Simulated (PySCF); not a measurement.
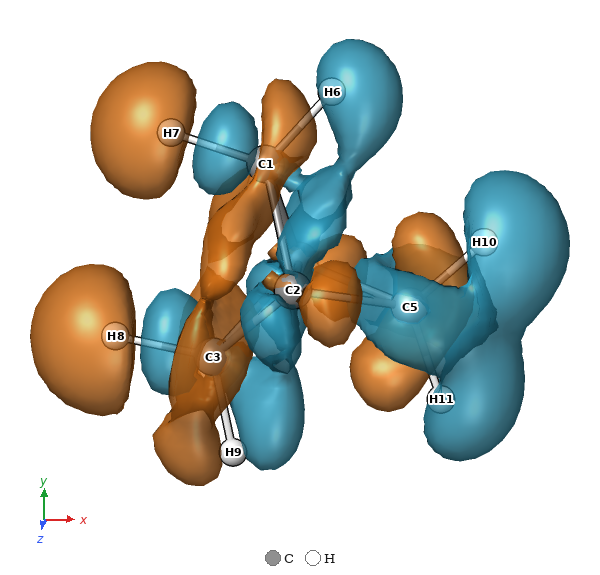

*C5H6, SMILES `C1C23CC13C2`. Change of the electron density in a uniform field of 0.21 V/Å, surfaces at ±0.0015 e/Å³ (light blue: gain, orange: loss).*

PySCF calculation, PBE0/6-311+G**, gas phase; geometry: GFN2-xTB. No frequency check shows the geometry to be a minimum. The basis has diffuse s and p functions alone, which still leaves polarisabilities too small, most of all across bonds.

Geometry (Å), atoms numbered from 1:

```
C1      -0.3315    1.2366    0.0000
C2       0.0001   -0.0002    0.8003
C3      -0.9054   -0.9052   -0.0000
C4       0.0001    0.0001   -0.8003
C5       1.2367   -0.3312    0.0000
H6       0.3889    2.0454    0.0001
H7      -1.3595    1.5770    0.0001
H8      -1.9658   -0.6860   -0.0001
H9      -0.6860   -1.9659   -0.0001
H10      2.0455    0.3888    0.0001
H11      1.5770   -1.3595   -0.0001
```

Along which Cartesian direction does the field point?

Along −x: electrons gather on the +x side, against the field.

How large is the response?

The induced dipole is 0.54 D (along the field); α along this axis, from the fields in both directions, is 53 bohr³ (7.8 Å³).

Which atoms gain and lose the most charge?

Electrons gather most on H10 (Hirshfeld charge changes by −0.008 e) and leave H8 most (+0.009 e); 0.051 electrons are displaced in all.

The PySCF run took 34 s on 1 thread of Intel(R) Xeon(R) Platinum 8259CL CPU @ 2.50GHz (Skylake/Cascade Lake) (shared host), peak memory 0.65 GiB.
